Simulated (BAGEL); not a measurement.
# BSiH5 (SMILES B[SiH3]): a chain of runs

Aim: the energy (HF/def2-SVP), then a single-point energy (NEVPT2(2,2)/def2-SVP), then the energy (CASPT2(2,2)/def2-SVP) of BSiH5. 

The calculation is run with BAGEL 1.2.2.

1 further run of the same task is left out (set aside as unsound or not needed).

**1. Starting point**

The species is BSiH5 (7 atoms), meant as a singlet with charge 0. SMILES: `B[SiH3]`. The Si2–H5 distance was set to 2.388 Å, away from the relaxed value. At this shape a bond of the SMILES string is far longer than usual.

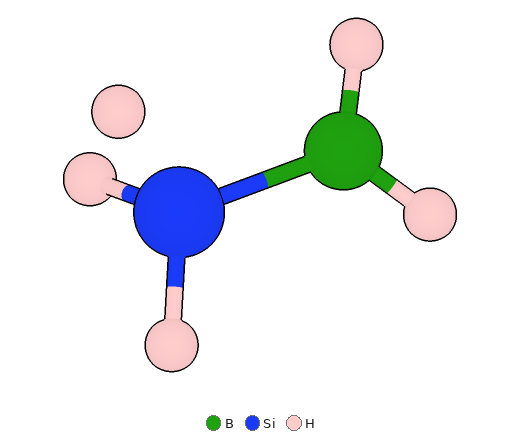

Viewed from a chosen angle; boron green, silicon blue, hydrogen pink.

**2. A single-point energy at HF/def2-SVP (density fitting with svp-jkfit) (run 1)**

The input, hf.json:

```json
{ "bagel" : [

{
  "title" : "molecule",
  "basis" : "svp",
  "df_basis" : "svp-jkfit",
  "geometry" : [
    { "atom" : "B", "xyz" : [     0.71784081,    -2.59622291,     1.83592184 ] },
    { "atom" : "Si", "xyz" : [     0.96785158,     1.13466337,     1.16922647 ] },
    { "atom" : "H", "xyz" : [    -1.32835463,    -3.54410954,     1.99806034 ] },
    { "atom" : "H", "xyz" : [     2.51232474,    -3.94454250,     2.08366494 ] },
    { "atom" : "H", "xyz" : [    -1.16407129,     2.06622654,    -2.69701713 ] },
    { "atom" : "H", "xyz" : [    -0.37895623,     2.51680906,     3.22543746 ] },
    { "atom" : "H", "xyz" : [     3.58587815,     2.14283226,     0.99726139 ] }
  ]
},

{
  "title" : "hf"
},

{
  "title" : "print",
  "file" : "orbitals.molden",
  "orbitals" : true
}

]}
```

Run with:

```bash
$ BAGEL_NUM_THREADS=1 BAGEL hf.json > hf.out
```

The log of the run:

```text
* using 1 threads per process

  ===============================================================
  ===============================================================

  *** Geometry ***

  { "atom" : "B", "xyz" : [      0.717841,     -2.596223,      1.835922 ] },
  { "atom" : "Si", "xyz" : [      0.967852,      1.134663,      1.169226 ] },
  { "atom" : "H", "xyz" : [     -1.328355,     -3.544110,      1.998060 ] },
  { "atom" : "H", "xyz" : [      2.512325,     -3.944542,      2.083665 ] },
  { "atom" : "H", "xyz" : [     -1.164071,      2.066227,     -2.697017 ] },
  { "atom" : "H", "xyz" : [     -0.378956,      2.516809,      3.225437 ] },
  { "atom" : "H", "xyz" : [      3.585878,      2.142832,      0.997261 ] },

  Number of auxiliary basis functions:      293

  Since a DF basis is specified, we compute 2- and 3-index integrals:
    o Being stored without compression. Storage requirement is 0.008 GB

  Number of basis functions:       57
  Number of electrons      :       24

    * METHOD: MOLECULE                             0.07

  *** RHF ***

  === Nuclear Repulsion ===
    45.3660789395

      * DIIS with orbital gradients will be used.

  === RHF iteration (svp) ===
      0       -316.22048375          0.01109910           0.01
      1       -316.26610218          0.00316870           0.01
      2       -316.27039972          0.00082567           0.01
      3       -316.27070800          0.00013391           0.01
      4       -316.27072068          0.00002599           0.01
      5       -316.27072121          0.00000566           0.01
      6       -316.27072124          0.00000145           0.01
      7       -316.27072124          0.00000065           0.01
      8       -316.27072124          0.00000023           0.01
      9       -316.27072124          0.00000005           0.01
     10       -316.27072124          0.00000001           0.01
     11       -316.27072124          0.00000000           0.01
    * SCF iteration converged.

    * Permanent dipole moment:
           (   -0.349718,     0.410959,    -0.659529) a.u.

    * METHOD: HF                                   0.15

    * METHOD: PRINT                                0.01

  ===============================================================
```

Wall time 0.42 s (1 thread of Intel Xeon Platinum 8488C (Sapphire Rapids), shared host); peak memory 0.15 GiB.

**3. The energy at NEVPT2(2,2)/def2-SVP (density fitting with svp-jkfit) (run 2)**

The input, input.json:

```json
{ "bagel": [

{
  "title": "molecule",
  "basis": "svp",
  "df_basis": "svp-jkfit",
  "angstrom": false,
  "geometry": [
    { "atom": "B", "xyz": [     0.71784081,    -2.59622291,     1.83592184 ] },
    { "atom": "Si", "xyz": [     0.96785158,     1.13466337,     1.16922647 ] },
    { "atom": "H", "xyz": [    -1.32835463,    -3.54410954,     1.99806034 ] },
    { "atom": "H", "xyz": [     2.51232474,    -3.94454250,     2.08366494 ] },
    { "atom": "H", "xyz": [    -1.16407129,     2.06622654,    -2.69701713 ] },
    { "atom": "H", "xyz": [    -0.37895623,     2.51680906,     3.22543746 ] },
    { "atom": "H", "xyz": [     3.58587815,     2.14283226,     0.99726139 ] }
  ]
},

{
  "title": "hf"
},

{
  "title": "nevpt2",
  "nstate": 1,
  "nact": 2,
  "nclosed": 11,
  "active": [12, 13],
  "maxiter": 200,
  "natocc": true,
  "ncore": 6
},

{
  "title": "print",
  "file": "orbitals.molden",
  "orbitals": true
}

]}
```

Run with:

```bash
$ BAGEL_NUM_THREADS=1 BAGEL input.json > input.out
```

The log of the run:

```text
* using 1 threads per process

  ===============================================================
  ===============================================================

  *** Geometry ***

  { "atom" : "B", "xyz" : [      0.717841,     -2.596223,      1.835922 ] },
  { "atom" : "Si", "xyz" : [      0.967852,      1.134663,      1.169226 ] },
  { "atom" : "H", "xyz" : [     -1.328355,     -3.544110,      1.998060 ] },
  { "atom" : "H", "xyz" : [      2.512325,     -3.944542,      2.083665 ] },
  { "atom" : "H", "xyz" : [     -1.164071,      2.066227,     -2.697017 ] },
  { "atom" : "H", "xyz" : [     -0.378956,      2.516809,      3.225437 ] },
  { "atom" : "H", "xyz" : [      3.585878,      2.142832,      0.997261 ] },

  Number of auxiliary basis functions:      293

  Since a DF basis is specified, we compute 2- and 3-index integrals:
    o Being stored without compression. Storage requirement is 0.008 GB

  Number of basis functions:       57
  Number of electrons      :       24

    * METHOD: MOLECULE                             0.06

  *** RHF ***

  === Nuclear Repulsion ===
    45.3660789395

      * DIIS with orbital gradients will be used.

  === RHF iteration (svp) ===
      0       -316.22048375          0.01109910           0.01
      1       -316.26610218          0.00316870           0.01
      2       -316.27039972          0.00082567           0.01
      3       -316.27070800          0.00013391           0.01
      4       -316.27072068          0.00002599           0.01
      5       -316.27072121          0.00000566           0.01
      6       -316.27072124          0.00000145           0.01
      7       -316.27072124          0.00000065           0.01
      8       -316.27072124          0.00000023           0.01
      9       -316.27072124          0.00000005           0.01
     10       -316.27072124          0.00000001           0.01
     11       -316.27072124          0.00000000           0.01
    * SCF iteration converged.

    * Permanent dipole moment:
           (   -0.349718,     0.410959,    -0.659529) a.u.

    * METHOD: HF                                   0.16

    * freezing 6 orbitals
  ---------------------------
      CASSCF calculation
  ---------------------------

    ==== Active orbitals : =====
         Orbital 12
         Orbital 13
    ============================

    * nstate   :      1
    * nclosed  :     11
    * nact     :      2
    * nvirt    :     44
  === CASSCF iteration (svp) ===

    * Using the second-order algorithm

      0  0      -316.27578700     1.83e-03      0.01

      1  0      -316.30093886     2.86e-03      0.06

      2  0      -316.30765946     1.19e-03      0.07

      3  0      -316.30809397     3.86e-04      0.07

      4  0      -316.30812733     1.17e-04      0.08

      5  0      -316.30813003     3.37e-05      0.08

      6  0      -316.30813025     9.62e-06      0.07

      7  0      -316.30813027     2.74e-06      0.07

      8  0      -316.30813027     7.77e-07      0.07

      9  0      -316.30813027     2.21e-07      0.07

     10  0      -316.30813027     6.28e-08      0.06

     11  0      -316.30813027     1.78e-08      0.06

     12  0      -316.30813027     5.07e-09      0.05

    * Second-order optimization converged. *

     guess   0:   closed 1.                   open ..

  === FCI iteration ===

      0  0      -316.26825846     6.96e-02      0.00
      1  0      -316.30795630     4.11e-03      0.00
      2  0 *    -316.30813027     1.39e-16      0.00

     * ci vector, state   0, <S^2> = 0.0000
       2.     0.9613202129
       .2    -0.2754332011

  === DF-NEVPT2 calculation ===

    * 3-index integral transformation done
    * assembly done

      NEVPT2 correlation energy:   -0.1696944964      0.03

          (+0)     -0.1429711218
          (+0)'    -0.0043627697
          (+1)     -0.0047428934
          (+1)'    -0.0000000000
          (+2)     -0.0002295434
          (-1)     -0.0140533837
          (-1)'     0.0000000000
          (-2)     -0.0033347844

      NEVPT2 total energy:       -316.4778247635

    * METHOD: NEVPT2                               0.89

    * METHOD: PRINT                                0.01

  ===============================================================
```

It took 1.3 s on 1 thread of Intel Xeon Platinum 8488C (Sapphire Rapids), shared host; peak memory 0.15 GiB.

**4. A single-point energy at CASPT2(2,2)/def2-SVP (density fitting with svp-jkfit) (run 3)**

The input, caspt2.json:

```json
{ "bagel" : [

{
  "title" : "molecule",
  "basis" : "svp",
  "df_basis" : "svp-jkfit",
  "angstrom" : false,
  "geometry" : [
    { "atom" : "B", "xyz" : [     0.71784081,    -2.59622291,     1.83592184 ] },
    { "atom" : "Si", "xyz" : [     0.96785158,     1.13466337,     1.16922647 ] },
    { "atom" : "H", "xyz" : [    -1.32835463,    -3.54410954,     1.99806034 ] },
    { "atom" : "H", "xyz" : [     2.51232474,    -3.94454250,     2.08366494 ] },
    { "atom" : "H", "xyz" : [    -1.16407129,     2.06622654,    -2.69701713 ] },
    { "atom" : "H", "xyz" : [    -0.37895623,     2.51680906,     3.22543746 ] },
    { "atom" : "H", "xyz" : [     3.58587815,     2.14283226,     0.99726139 ] }
  ]
},

{
  "title" : "hf"
},

{
  "title" : "casscf",
  "nstate" : 1,
  "nact" : 2,
  "nclosed" : 11,
  "active" : [12, 13],
  "maxiter" : 200,
  "natocc" : true
},

{
  "title" : "print",
  "file" : "orbitals.molden",
  "orbitals" : true
},

{
  "title" : "smith",
  "method" : "caspt2",
  "ms" : true,
  "xms" : true,
  "sssr" : true,
  "shift" : 0.2,
  "shift_imag" : true,
  "ncore" : 6
}

]}
```

Run with:

```bash
$ BAGEL_NUM_THREADS=1 BAGEL caspt2.json > caspt2.out
```

The log of the run:

```text
* using 1 threads per process

  ===============================================================
  ===============================================================

  *** Geometry ***

  { "atom" : "B", "xyz" : [      0.717841,     -2.596223,      1.835922 ] },
  { "atom" : "Si", "xyz" : [      0.967852,      1.134663,      1.169226 ] },
  { "atom" : "H", "xyz" : [     -1.328355,     -3.544110,      1.998060 ] },
  { "atom" : "H", "xyz" : [      2.512325,     -3.944542,      2.083665 ] },
  { "atom" : "H", "xyz" : [     -1.164071,      2.066227,     -2.697017 ] },
  { "atom" : "H", "xyz" : [     -0.378956,      2.516809,      3.225437 ] },
  { "atom" : "H", "xyz" : [      3.585878,      2.142832,      0.997261 ] },

  Number of auxiliary basis functions:      293

  Since a DF basis is specified, we compute 2- and 3-index integrals:
    o Being stored without compression. Storage requirement is 0.008 GB

  Number of basis functions:       57
  Number of electrons      :       24

    * METHOD: MOLECULE                             0.07

  *** RHF ***

  === Nuclear Repulsion ===
    45.3660789395

      * DIIS with orbital gradients will be used.

  === RHF iteration (svp) ===
      0       -316.22048375          0.01109910           0.01
      1       -316.26610218          0.00316870           0.01
      2       -316.27039972          0.00082567           0.01
      3       -316.27070800          0.00013391           0.01
      4       -316.27072068          0.00002599           0.01
      5       -316.27072121          0.00000566           0.01
      6       -316.27072124          0.00000145           0.01
      7       -316.27072124          0.00000065           0.01
      8       -316.27072124          0.00000023           0.01
      9       -316.27072124          0.00000005           0.01
     10       -316.27072124          0.00000001           0.01
     11       -316.27072124          0.00000000           0.01
    * SCF iteration converged.

    * Permanent dipole moment:
           (   -0.349718,     0.410959,    -0.659529) a.u.

    * METHOD: HF                                   0.15

  ---------------------------
      CASSCF calculation
  ---------------------------

    ==== Active orbitals : =====
         Orbital 12
         Orbital 13
    ============================

    * nstate   :      1
    * nclosed  :     11
    * nact     :      2
    * nvirt    :     44
  === CASSCF iteration (svp) ===

    * Using the second-order algorithm

      0  0      -316.27578700     1.83e-03      0.00

      1  0      -316.30093886     2.86e-03      0.06

      2  0      -316.30765946     1.19e-03      0.06

      3  0      -316.30809397     3.86e-04      0.07

      4  0      -316.30812733     1.17e-04      0.07

      5  0      -316.30813003     3.37e-05      0.07

      6  0      -316.30813025     9.62e-06      0.07

      7  0      -316.30813027     2.74e-06      0.07

      8  0      -316.30813027     7.77e-07      0.07

      9  0      -316.30813027     2.21e-07      0.07

     10  0      -316.30813027     6.28e-08      0.06

     11  0      -316.30813027     1.78e-08      0.06

     12  0      -316.30813027     5.07e-09      0.05

    * Second-order optimization converged. *

     guess   0:   closed 1.                   open ..

  === FCI iteration ===

      0  0      -316.26825846     6.96e-02      0.00
      1  0      -316.30795630     4.11e-03      0.00
      2  0 *    -316.30813027     1.39e-16      0.00

     * ci vector, state   0, <S^2> = 0.0000
       2.     0.9613202129
       .2    -0.2754332011

    * METHOD: CASSCF                               0.80

    * METHOD: PRINT                                0.01

  === SMITH program ===

    * freezing 6 orbitals

    * Approximate memory requirement for SMITH calulation per MPI process:
      o Storage requirement for T-amplitude, lambda, and residual is 0.00 GB
      o Storage requirement for MO integrals is 0.00 GB
    * Calculating and saving rdm4f

    * Zeroth order energy : state  0       -0.6237631115

    * CASPT2 iteration is performed using orthogonal basis

      -------------------------------------------  CASPT2 iteration  ---------------------------------------------------
       #      aibj      arbs      arbi      airj      risj      airs      arst      rist         Etot      error   time
      ------------------------------------------------------------------------------------------------------------------

       0  -0.14220  -0.00407  -0.01452  -0.00515  -0.00035  -0.00395  -0.00000  -0.00000   -0.1702242  0.0009914   0.02
       1  -0.14224  -0.00408  -0.01454  -0.00521  -0.00037  -0.00403   0.00000  -0.00000   -0.1704668  0.0001712   0.01
       2  -0.14224  -0.00408  -0.01454  -0.00521  -0.00037  -0.00403  -0.00000  -0.00000   -0.1704739  0.0000310   0.01
       3  -0.14224  -0.00408  -0.01455  -0.00521  -0.00037  -0.00403  -0.00000  -0.00000   -0.1704741  0.0000054   0.01
       4  -0.14224  -0.00408  -0.01455  -0.00521  -0.00037  -0.00403   0.00000  -0.00000   -0.1704741  0.0000007   0.02

      ------------------------------------------------------------------------------------------------------------------

    * CASPT2 energy : state  0     -316.4800954910
        w/o shift correction       -316.4786043794
        reference weight              0.9307793833

    * METHOD: SMITH                                0.11

  ===============================================================
```

It took 1.3 s on 1 thread of Intel Xeon Platinum 8488C (Sapphire Rapids), shared host; peak memory 0.15 GiB.

**5. Results**

| quantity | value |
| --- | --- |
| run 1, HF/def2-SVP: total energy | -316.27072 Eh |
| run 1, HF/def2-SVP: dipole moment | 2.17 D |
| run 1, HF/def2-SVP: HOMO energy | -9.74 eV |
| run 1, HF/def2-SVP: LUMO energy | 0.33 eV |
| run 1, HF/def2-SVP: HOMO–LUMO gap | 10.07 eV |
| run 2, NEVPT2(2,2)/def2-SVP: total energy | -316.47782 Eh |
| run 3, CASPT2(2,2)/def2-SVP: total energy | -316.48010 Eh |

**Reading.** One bond (run 1, HF/def2-SVP) is far stretched, which a spin-restricted single reference describes badly; a broken-symmetry solution may lie lower.
